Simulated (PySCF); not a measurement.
# C6H10F2Si: the cost of one run

Computed with PySCF 2.14.0 and routines of our own; the level stands in each step. Atoms count from 0.

## Step 1: The system as given

19 atoms, charge 0, multiplicity 1; geometry from: GFN2-xTB.

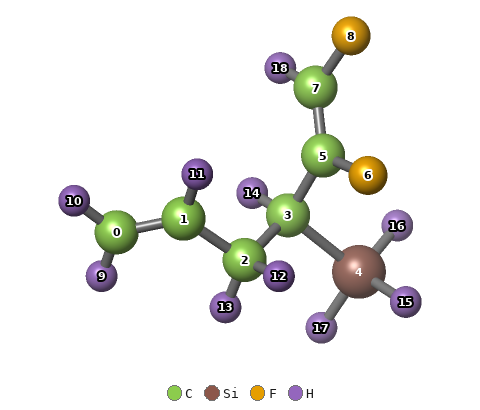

The starting geometry (carbon green, silicon brown, fluorine amber, hydrogen purple).

## Step 2: Magnetic properties: GIAO B3LYP/pcSseg-1

What the job is given:

```
{"job": {"kind": "mag", "xc": "B3LYP", "basis": "pcSseg-1", "isotopologues": 0}, "charge": 0, "multiplicity": 1}
C      2.838839     0.914189     0.158949
C      1.595966     1.017502    -0.272178
C      0.796265    -0.121961    -0.819784
C     -0.357496    -0.490576     0.131992
Si    -1.240539    -2.102815    -0.442638
C     -1.355090     0.605190     0.202078
F     -1.919382     0.915980    -0.987604
C     -1.739838     1.240575     1.300045
F     -2.691487     2.191083     1.307465
H      3.375870    -0.019986     0.120455
H      3.375481     1.756850     0.559957
H      1.077217     1.966156    -0.221351
H      0.377788     0.155472    -1.790334
H      1.439363    -0.992615    -0.959583
H      0.049895    -0.633410     1.136022
H     -1.762176    -1.903434    -1.791130
H     -2.312805    -2.377875     0.512915
H     -0.231547    -3.162184    -0.429272
H     -1.326128     1.051109     2.276534
```

Level: GIAO B3LYP/pcSseg-1 magnetisability, rotational g tensor and spin-rotation constants, non-relativistic, gas phase.

On the command line:

```sh
OMP_NUM_THREADS=1 python excited_run.py task.json out
```

One launch serves the whole session: the jobs run in the order shown.

Q: Estimate the wall time and peak memory of this first job on 1 thread of Arm Neoverse N1, shared host.

About 96 s, with a peak of 0.98 GiB.
